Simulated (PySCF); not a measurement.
Vertical excitations of a molecule C2H5FSi2 from TDDFT-PBE/def2-SVPD in PySCF, as energy in eV (oscillator strength): 5.07 (0.007), 5.70 (0.003), 6.01 (0.011), 6.22 (0.027), 6.43 (0.209), 6.51 (0.018), 6.68 (0.008), 6.79 (0.003), 6.89 (0.001), 6.91 (0.004). Lowest triplet (TDA): 4.62 eV. Coordinates come from a ωB97X-D3(BJ)/def2-SVP optimisation. The values are those of a single conformer.

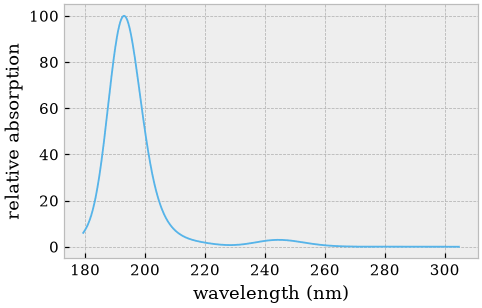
*The lines broadened by 0.4 eV.*

Q: Identify the compound among the candidates.
A. FC1=C[SiH2][SiH2]1
B. C#C[Si@@H](F)[SiH3]
C. F[SiH2]C#C[SiH3]
D. C#C[SiH2][SiH2]F

A: B, C#C[Si@@H](F)[SiH3]
